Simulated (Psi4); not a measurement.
# CH2BF (SMILES B[C]F): UB2PLYP/cc-pCVDZ (density fitting, density fitting for correlation, sweep point 2)

Aim: the vertical ionisation energy of CH2BF at UB2PLYP/cc-pCVDZ (density fitting, density fitting for correlation, sweep point 2), from 2 runs. 

The results are computed with Psi4 1.11.

### 1 The molecule

The species is CH2BF (5 atoms), meant as a triplet with charge 0. SMILES: `B[C]F`. Geometry: relaxed at GFN2-xTB.

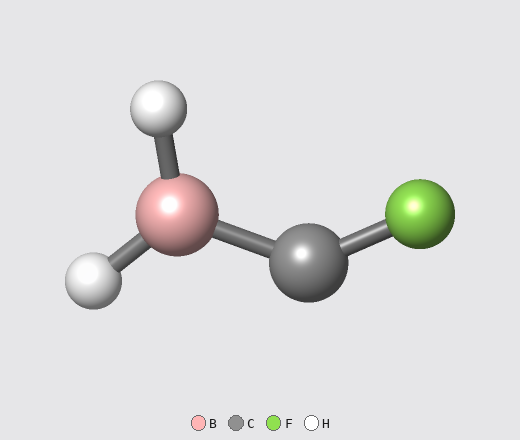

The structure, seen from a chosen angle (boron pink, carbon grey, fluorine green, hydrogen white).

### 2 The energy at UB2PLYP/cc-pCVDZ (density fitting, density fitting for correlation, sweep point 2)

input.in

```
memory 1600 mb

molecule molecule1 {
  0 3
  B     -0.505570    -0.250120    -0.120900
  C      0.899880     0.179790    -0.245440
  F      1.716060     0.896670     0.490070
  H     -0.994750    -0.904870    -0.953460
  H     -1.115610     0.078530     0.829720
  symmetry c1
}

set {
  reference            uks
  puream               true
  scf_type             df
  dft_radial_points    99
  dft_spherical_points 590
  num_frozen_docc      0
  maxiter              150
}

e_tot, wfn = energy('b2plyp/cc-pCVDZ', return_wfn=True)
```

The run is started by

```bash
psi4 input.in input.out -n 1
```

input.out:

```text
[...]
  Running in c1 symmetry.
[...]
  Nuclear repulsion =   52.288590755572180
[...]
  Multiplicity = 3
[...]
  Nalpha       = 12
  Nbeta        = 10
[...]
    Number of basis functions: 64
[...]
   @DF-UKS iter   1:  -163.53112641913910   -6.58641e-01   4.44251e-03 DIIS/ADIIS
[...]
   @DF-UKS iter   9:  -163.59518029936220   -9.51003e-08   8.79646e-07 DIIS
[...]
   @S^2 Observed:                2.006249651E+00
[...]
    Orbital Energies [Eh]
    ---------------------
    Alpha Occupied:
       1A    -25.429504     2A    -10.743327     3A     -7.125582
       4A     -1.452573     5A     -0.822241     6A     -0.670526
       7A     -0.614535     8A     -0.609713     9A     -0.509170
      10A     -0.439427    11A     -0.327225    12A     -0.326843
    Alpha Virtual:
      13A      0.038497    14A      0.160468    15A      0.176518
      16A      0.196076    17A      0.303416    18A      0.325575
      19A      0.363574    20A      0.365988    21A      0.506218
      22A      0.569679    23A      0.571543    24A      0.614469
      25A      0.685098    26A      0.704610    27A      0.761220
[...]
  @DF-UKS Final Energy:  -163.59518029936220
   => Energetics <=
    Nuclear Repulsion Energy =             52.2885907555721801
    One-Electron Energy =                -327.4945604822746645
    Two-Electron Energy =                 121.4860073436781818
    DFT Exchange-Correlation Energy =      -9.8752179163378617
    Empirical Dispersion Energy =           0.0000000000000000
    VV10 Nonlocal Energy =                  0.0000000000000000
    Total Energy =                       -163.5951802993621982
[...]
 Multipole Moments:
 ------------------------------------------------------------------------------------
     Multipole            Electronic (a.u.)      Nuclear  (a.u.)        Total (a.u.)
 ------------------------------------------------------------------------------------
 L = 1.  Multiply by 2.5417464519 to convert [e a0] to [Debye]
 Dipole X            :          3.0459280           -3.0972092           -0.0512812
 Dipole Y            :          1.3285065           -1.3741937           -0.0456872
 Dipole Z            :          0.4129049           -0.4605538           -0.0476490
 Magnitude           :                                                    0.0835913
[...]
```

It took 11 s on 1 thread of Intel Xeon Platinum 8259CL at 2.50GHz (Skylake/Cascade Lake), shared host; peak memory 0.64 GiB.

### 3 The doublet cation at the same level

job.inp

```
memory 1600 mb

molecule molecule1 {
  1 2
  B     -0.505570    -0.250120    -0.120900
  C      0.899880     0.179790    -0.245440
  F      1.716060     0.896670     0.490070
  H     -0.994750    -0.904870    -0.953460
  H     -1.115610     0.078530     0.829720
  symmetry c1
}

set basis cc-pCVDZ
set reference uks
set puream true
set scf_type df
set dft_radial_points 99
set dft_spherical_points 590
set num_frozen_docc 0
set maxiter 150

e, wfn = energy("b2plyp", return_wfn=True)
```

The run is started by

```bash
psi4 job.inp job.out -n 1
```

job.out:

```text
[...]
  Running in c1 symmetry.
[...]
  Nuclear repulsion =   52.288590755572180
[...]
  Multiplicity = 2
[...]
  Nalpha       = 11
  Nbeta        = 10
[...]
    Number of basis functions: 64
[...]
   @DF-UKS iter   1:  -163.10053585706467   -2.28051e-01   6.13196e-03 ADIIS/DIIS
[...]
   @DF-UKS iter  17:  -163.22096463231139   -8.55083e-07   9.86601e-07 DIIS
[...]
   @S^2 Observed:                7.640581502E-01
[...]
    Orbital Energies [Eh]
    ---------------------
    Alpha Occupied:
       1A    -25.772381     2A    -11.144455     3A     -7.433086
       4A     -1.772528     5A     -1.134578     6A     -0.975260
       7A     -0.935107     8A     -0.900714     9A     -0.773373
      10A     -0.699372    11A     -0.660658
    Alpha Virtual:
      12A     -0.417702    13A     -0.226762    14A     -0.117697
      15A     -0.050350    16A     -0.017245    17A      0.071698
      18A      0.091228    19A      0.127222    20A      0.128370
      21A      0.230002    22A      0.275733    23A      0.282086
      24A      0.354584    25A      0.435344    26A      0.447883
[...]
  @DF-UKS Final Energy:  -163.22096463231139
   => Energetics <=
    Nuclear Repulsion Energy =             52.2885907555721801
    One-Electron Energy =                -320.4658233507288969
    Two-Electron Energy =                 114.6361984564154284
    DFT Exchange-Correlation Energy =      -9.6799304935700956
    Empirical Dispersion Energy =           0.0000000000000000
    VV10 Nonlocal Energy =                  0.0000000000000000
    Total Energy =                       -163.2209646323113930
[...]
 Multipole Moments:
 ------------------------------------------------------------------------------------
     Multipole            Electronic (a.u.)      Nuclear  (a.u.)        Total (a.u.)
 ------------------------------------------------------------------------------------
 L = 1.  Multiply by 2.5417464519 to convert [e a0] to [Debye]
 Dipole X            :          2.2940858           -3.0972092           -0.8031234
 Dipole Y            :          0.8149531           -1.3741937           -0.5592406
 Dipole Z            :         -0.0306065           -0.4605538           -0.4911603
 Magnitude           :                                                    1.0949866
[...]
```

It took 17 s on 1 thread of Intel Xeon Platinum 8259CL at 2.50GHz (Skylake/Cascade Lake), shared host; peak memory 0.64 GiB.

### 4 Summary of results

Level: UB2PLYP/cc-pCVDZ (density fitting, density fitting for correlation, sweep point 2).

| quantity | value |
| --- | --- |
| triplet CH2BF: total energy | -163.74401 Eh |
| triplet CH2BF: HOMO energy (SCF part's orbitals) (highest over α and β) | -8.89 eV |
| triplet CH2BF: LUMO energy (SCF part's orbitals) (lowest over α and β) | -1.89 eV |
| triplet CH2BF: ⟨S²⟩ | 2.006 |
| doublet cation: total energy | -163.37599 Eh |
| doublet cation: HOMO energy (SCF part's orbitals) (highest over α and β) | -17.98 eV |
| doublet cation: LUMO energy (SCF part's orbitals) (lowest over α and β) | -11.37 eV |
| doublet cation: ⟨S²⟩ | 0.764 |
| vertical ionisation energy (to the doublet cation) | 10.014 eV |

In words: The vertical ionisation energy comes to 10.01 eV (966 kJ/mol).
